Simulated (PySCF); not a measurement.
# C4H8FNSi2: what the fields show

```yaml
atoms:
  - { symbol: C, position_ang: [2.8647, -1.0585, -0.6025] }
  - { symbol: N, position_ang: [1.6943, -0.6159, -0.6494] }
  - { symbol: Si, position_ang: [0.8114, 0.5247, 0.2739] }
  - { symbol: Si, position_ang: [-0.3930, 1.9549, -1.1219] }
  - { symbol: C, position_ang: [-1.6424, 0.7381, -0.3739] }
  - { symbol: F, position_ang: [-2.9873, 0.6781, -0.5720] }
  - { symbol: C, position_ang: [-0.9774, -0.1076, 0.4237] }
  - { symbol: C, position_ang: [-1.5431, -1.2255, 1.2235] }
  - { symbol: H, position_ang: [3.2011, -1.7496, -1.3700] }
  - { symbol: H, position_ang: [3.5980, -0.8024, 0.1660] }
  - { symbol: H, position_ang: [1.3676, 0.9300, 1.5775] }
  - { symbol: H, position_ang: [-0.3471, 1.9446, -2.5849] }
  - { symbol: H, position_ang: [-0.6242, 3.3391, -0.6958] }
  - { symbol: H, position_ang: [-1.3303, -1.0732, 2.2821] }
  - { symbol: H, position_ang: [-2.6212, -1.3027, 1.0875] }
  - { symbol: H, position_ang: [-1.0786, -2.1654, 0.9250] }
```

Geometry: GFN2-xTB.

All numbers below come from PBE0/pcSseg-1, SCF density, gas phase, non-relativistic in PySCF.

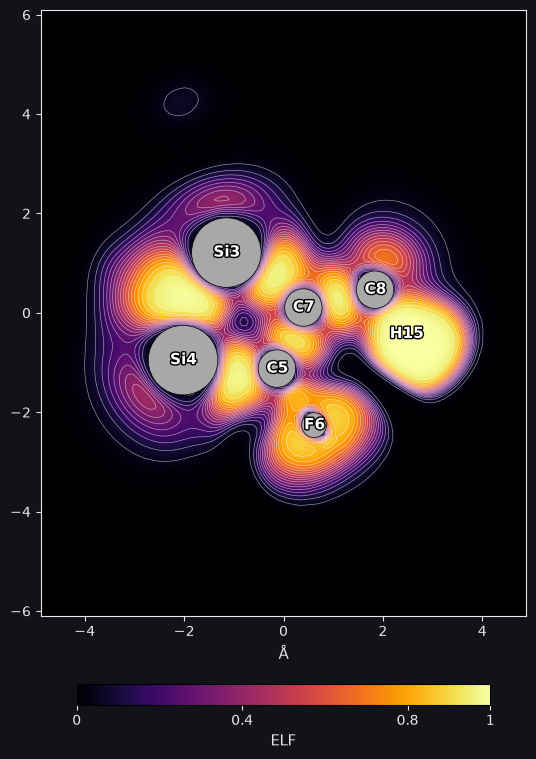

Figure 1. Electron localisation function on the plane of atoms Si4, Si3 and C7. Grey discs cover the atomic cores.

### Interpret the plot.

The section cuts through Si, C, F and H sites. C–C (1.34 Å): the ELF peaks at about 0.90 between the atoms (a short, multiple covalent bond). C–F (1.36 Å): the ELF peaks at about 0.85 between the atoms (a polar covalent bond). C–Si (1.90 Å): the ELF peaks at about 0.95 between the atoms: a shared electron pair. Si–Si (2.33 Å): the ELF peaks at about 0.95 between the atoms, as expected for a covalent bond. C–H (1.09 Å): the ELF climbs to about 1 towards the hydrogen, as it does in any bond to H (an ordinary covalent bond to hydrogen). The ELF also peaks beside F6, away from the bonds: lone-pair regions.

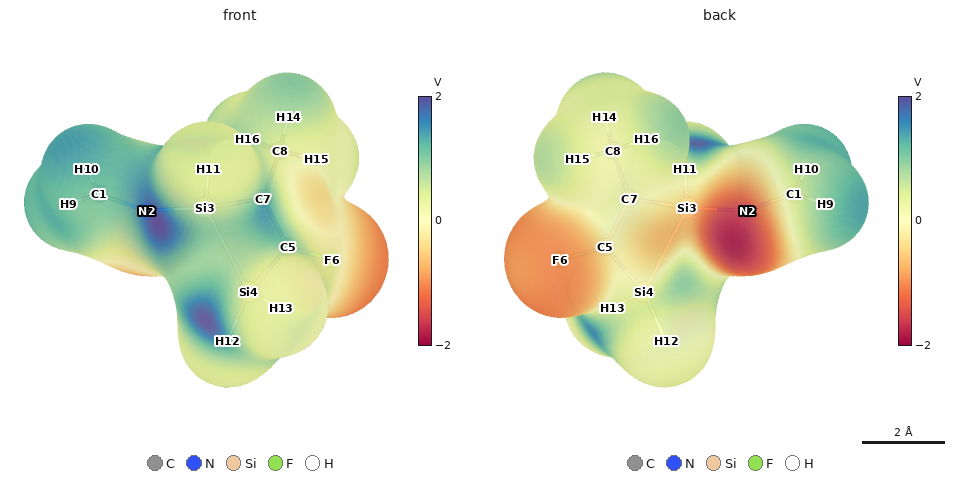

Figure 2. The molecular electrostatic potential painted on the density surface at 0.004 e/bohr³, seen from the front and from behind; the colour scale runs from red (negative) to blue (positive).

### Where is the surface potential most negative and most positive?

The most negative region (about −1.8 V, or −42 kcal/mol for a unit charge) lies over N2, the most positive (about +1.9 V, or +44 kcal/mol for a unit charge) over Si3 and Si4. N2 is the likeliest acceptor of a hydrogen bond.

### How polar is the molecule by this calculation?

Its dipole moment is 3.28 D.
